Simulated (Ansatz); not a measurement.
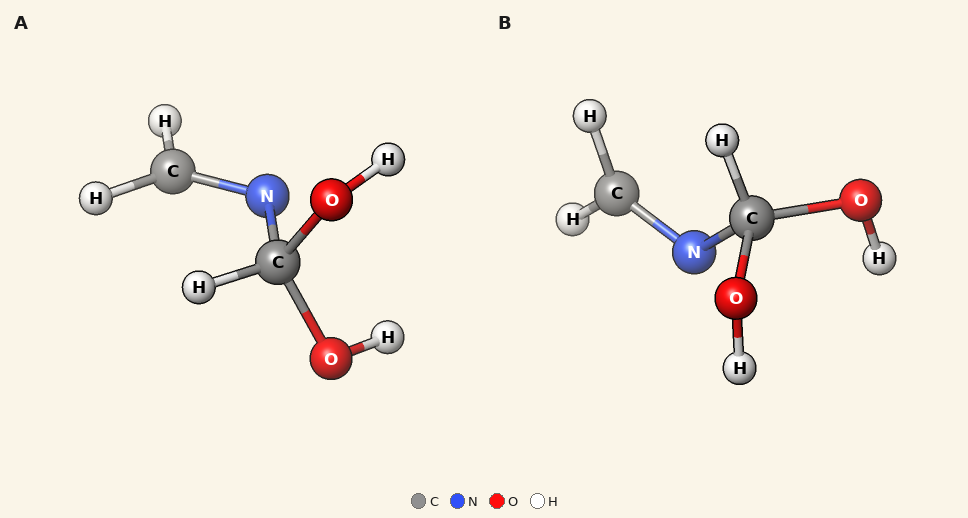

Depth is shown by fading: the farther an atom, the more it takes the colour of the background. The geometry was computed by an optimisation with PBE-D4/def2-SVP. No frequency run is at hand to confirm it as a minimum.

**How are A and B related: the same structure turned, mirror images, conformers, diastereomers or constitutional isomers?**

They are the same structure, C2H5NO2 (C=NC(O)O), seen from two directions. With point group Cs it is achiral, so its mirror image would be the same too.
